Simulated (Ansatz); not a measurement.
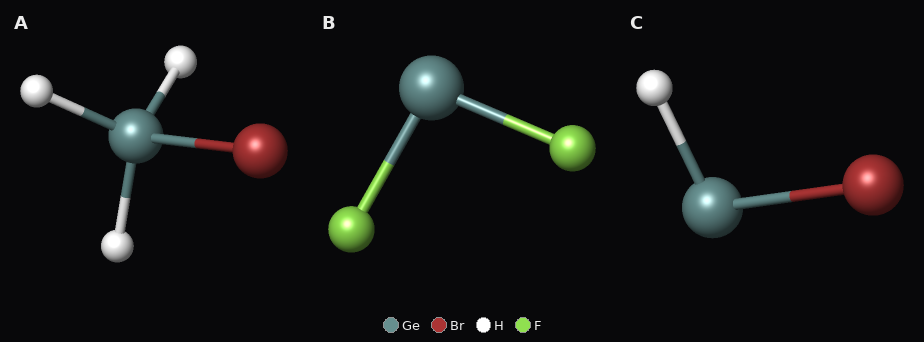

The picture comes from a calculation with Ansatz.

```yaml
crystal:
  periodic: [false, false, false]
  atoms:
    - {symbol: Ge, position_ang: [0.359439, -0.859912, 0.093971]}
    - {symbol: Br, position_ang: [0.673599, 1.417223, 0.525914]}
    - {symbol: H, position_ang: [-1.044038, -0.622211, -0.633184]}
basis:
  gaussian: {orbitals: def2-TZVPP}
hamiltonian: {xc: r2scan, dispersion: d4}
```

### Which picture belongs to the input above?

C. The file holds BrGeH, `[GeH][Br]`.
